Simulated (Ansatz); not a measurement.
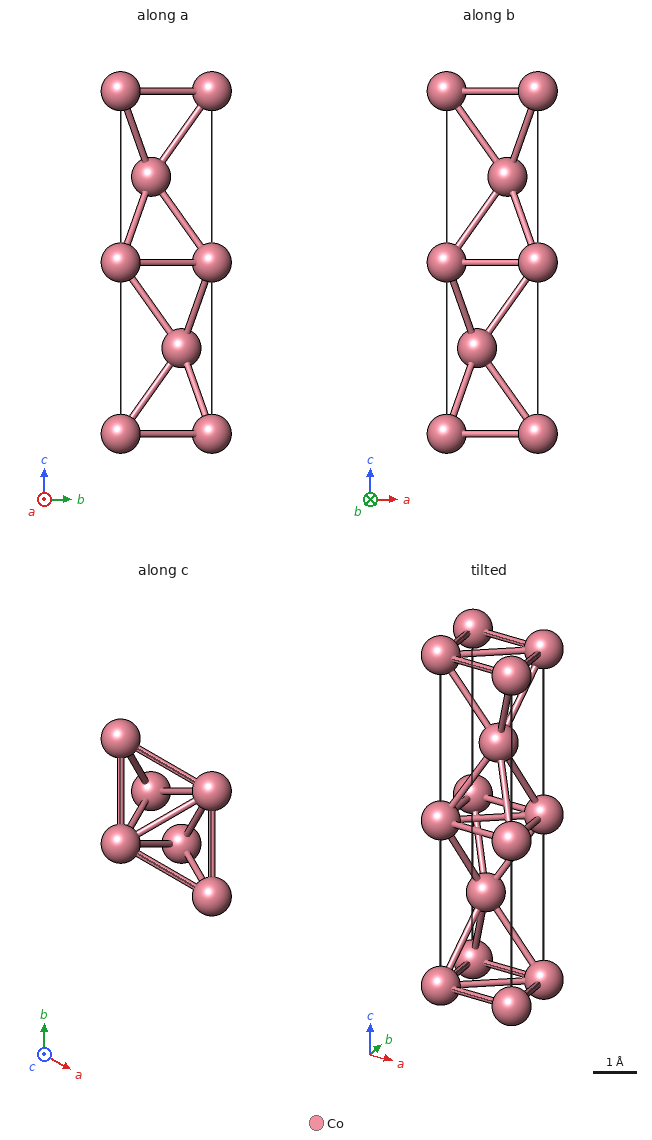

The image is a ball-and-stick drawing of a crystal, viewed along the a axis, along the b axis, along the c axis and slightly off an axis. Atoms at the boundary of the conventional unit cell (the box) are drawn once for each face, edge or corner they touch.

Lattice parameters: a = 2.4489 Å, b = 2.4489 Å, c = 7.9717 Å, α = 90.000°, β = 90.000°, γ = 120.000°.

Write down what is shown as a CIF in P1 with every atom of the cell.

```cif
data_structure
_symmetry_space_group_name_H-M 'P 1'
_symmetry_Int_Tables_number 1
_cell_length_a 2.4489
_cell_length_b 2.4489
_cell_length_c 7.9717
_cell_angle_alpha 90.000
_cell_angle_beta 90.000
_cell_angle_gamma 120.000
_cell_volume 41.40
loop_
_atom_site_label
_atom_site_type_symbol
_atom_site_fract_x
_atom_site_fract_y
_atom_site_fract_z
_atom_site_occupancy
Co1 Co 0.0000 0.0000 0.0000 1
Co2 Co 0.0000 0.0000 0.5000 1
Co3 Co 0.3333 0.6667 0.2500 1
Co4 Co 0.6667 0.3333 0.7500 1
```

The model was built from a structure type filled with this element by a generator (whether the element takes this form wasn't checked). Earlier steps of the study may have refined or changed the cell and positions. It went into a calculation with Ansatz.
